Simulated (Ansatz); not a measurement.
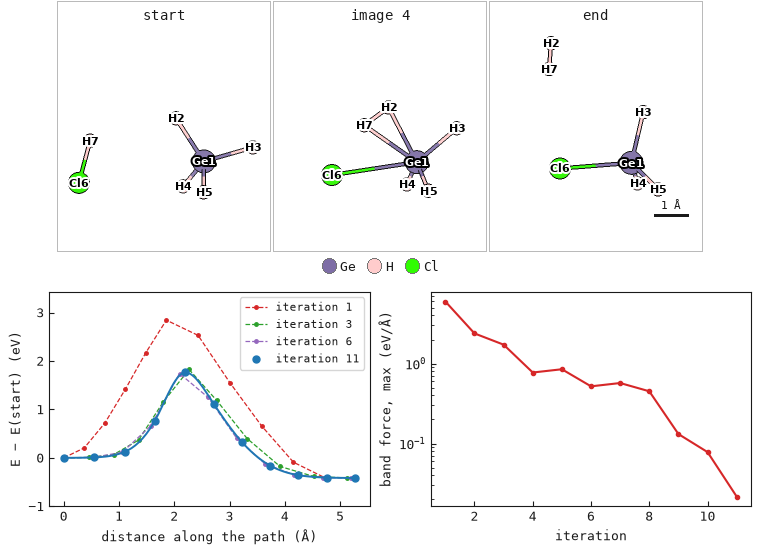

A nudged-elastic-band calculation for GeH5Cl, made up at the start of GeH4 and HCl. Images are numbered from 0 (start) to 10 (end). The plot follows the band through its iterations. A ball-and-stick model, seen from a free direction.

Level of theory: RKS PBE0/def2-SVP in Ansatz 0.2.0. Run with 9 movable images; climbing image; force threshold 0.03 eV/Å; iteration limit 60; starting path through a guess of the saddle point.

### Judge this run.

The run is converged, with reservations. The band converged in 11 iterations. The largest component of the band force went from 6 to 0.022 eV/Å. The climbing image converged on the top of the path. Its vibrational analysis gives 2 imaginary modes over 30i cm⁻¹, so it isn't confirmed as a transition state. The first iteration put the highest image at 2.84 eV. Forward barrier 1.76 eV, backward barrier 2.18 eV, with image 4 at the top; the reaction energy is −0.41 eV.

Limits of the set-up: the start holds two separate molecules, 2.7 Å apart at their closest, whose relative position is a soft coordinate and is computed without a dispersion correction.

Cost: 4 min on 1 thread of Arm Neoverse V1 (shared host), peak memory 0.18 GiB.
